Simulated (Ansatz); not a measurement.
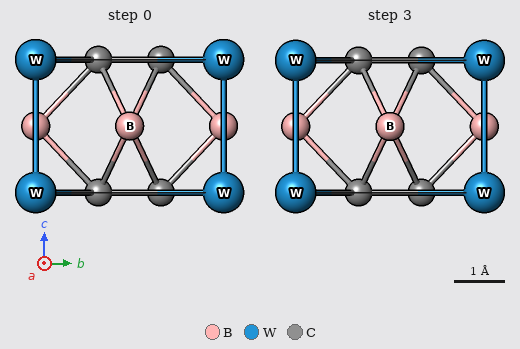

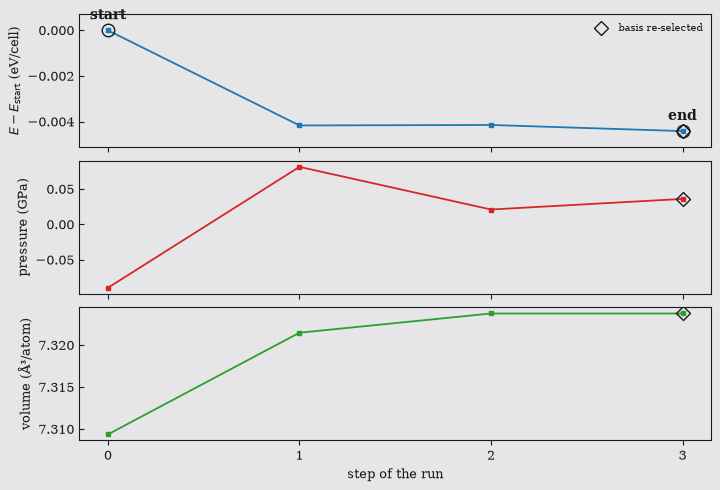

First and last geometry of a relaxation of a crystal of B3WC2 (a generated structure, set up in P6/mmm), with the history of the run. The picture is a ball-and-stick view of the cell of the calculation, seen along the a axis.

Method: DFT PBE, scalar-relativistic, plane waves, PAW (Ansatz 0.2.0).

Input
```yaml
crystal:
  lattice:
    - [4.3552002351, 0.0, 0.0]
    - [-2.1776001176, 3.7717140422, 0.0]
    - [0.0, 0.0, 2.6698324236]
  atoms:
    - { symbol: B, position: [0.5, 0.0, 0.5] }
    - { symbol: B, position: [0.5, 0.5, 0.5] }
    - { symbol: B, position: [0.0, 0.5, 0.5] }
    - { symbol: W, position: [0.0, 0.0, 0.0] }
    - { symbol: C, position: [0.3333333333, 0.6666666667, 0.0] }
    - { symbol: C, position: [0.6666666667, 0.3333333333, 0.0] }
basis:
  ecutwfc: 420
kpoints:
  mp_grid: { grid: [12, 12, 14] }
hamiltonian:
  xc: pbe
scf:
  occupations: { method: gaussian, width: 0.1 }
output:
  forces: true
  stress: true
  eigenvalues: true
relax:
  adjacent_minimum: "off"
  f_tol: 0.01
  max_steps: 80
  cell: { stress_tol: 0.05 }
```

Command:
```bash
ansatz run input.yaml --threads 1 --pin off --max-ram 2048MiB --backend cpu --events-out ev --progress --plain --runs-dir out
```

Did the run converge, and what did it change?

It converged. After 2 accepted moves (3 points after the start) the energy has fallen by 4.4 meV per cell of the calculation. All forces vanish by symmetry, so only the cell relaxes. The pressure goes from −0.09 to 0.04 GPa. At 1 point the geometry stayed and the basis and grid were re-selected for the new cell (energy shift of 0.3 meV per cell of the calculation at most each time). The atoms keep their places relative to the cell (all moves are under 0.005 Å). The drawn cell changes as follows: a = b 4.355 → 4.373 Å (+0.4 %), c 2.670 → 2.654 Å (−0.6 %); the volume changes by +0.2 %. Among the contacts that change: W4–W4 2.670 → 2.654 Å, W4–C5 2.514 → 2.525 Å. The space group stays P6/mmm (No. 191).
